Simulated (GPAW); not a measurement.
# Surface energy and work function of Ti(0001) from slabs of 3 to 12 layers (LDA)

How do energy and work function of Ti(0001) films settle with thickness, and what surface energy follows?

How it was computed: GPAW 26.7.0, plane waves at 450 eV with PAW setups; symmetric 1×1 slabs cut at the tabulated lattice constant (two decimals; low-temperature values for the alkali metals), atoms at bulk places, 7.5 Å of vacuum on each side, one in-plane mesh for all thicknesses, Fermi-Dirac smearing of 0.1 eV. Energies are extrapolated to zero smearing and count from the program's reference atoms. Functional LDA. The cell's area is 7.537 Å².

What came out, but for one run:

| layers | energy (eV) | work function (eV) |
| --- | --- | --- |
| 3 | −19.9582 | 4.57 |
| 4 | −27.3063 | 4.59 |
| 5 | −34.6951 | 4.60 |
| 6 | −42.0783 | 4.59 |
| 7 | −49.4643 | 4.59 |
| 8 | −56.8483 | 4.59 |
| 9 | −64.2341 | 4.59 |
| 10 | −71.6194 | 4.59 |
| 11 | −79.0045 | 4.59 |
| 12 | ? | ? |

To predict: What surface energy do these runs give, and what energy and work function should the 12-layer slab have?

**Working.** A slab of n layers has E(n) = nε + 2Aγ once its middle is bulk-like. A line through n = 6 to 11 has the slope ε = −7.3852 eV a layer and the intercept 2Aγ = 2.2327 eV (r.m.s. residual 0.4 meV). So γ = 2.2327 / (2 × 7.537 Å²) = 0.1481 eV/Å² = 2.37 J/m², with a standard error of under 0.01 J/m² from the scatter about the line. For 12 layers: 2.2327 + 12 × (−7.3852) = −86.390 eV; the run gives −86.390 eV, 0.1 meV under the line. The work function has no such law: from 6 to 11 layers it stays at 4.59 eV, and the 12-layer slab gives 4.59 eV. The thinnest slab, 3 layers, lies −0.02 eV from that mean.

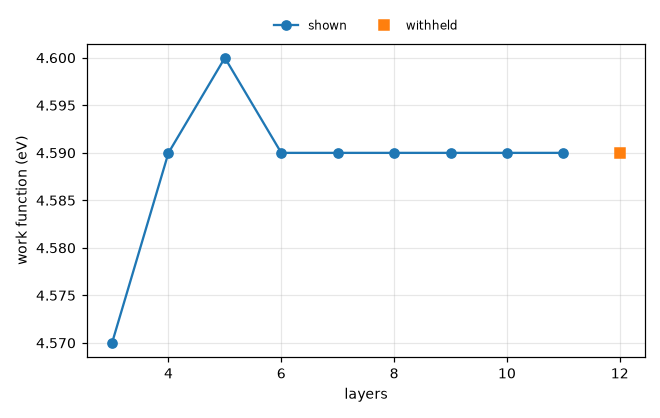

Work function against thickness.

**Limits.** The surfaces are unrelaxed, so γ is an upper bound for this functional and lattice constant. The tabulated lattice constant isn't the functional's own, which strains the slab a little.
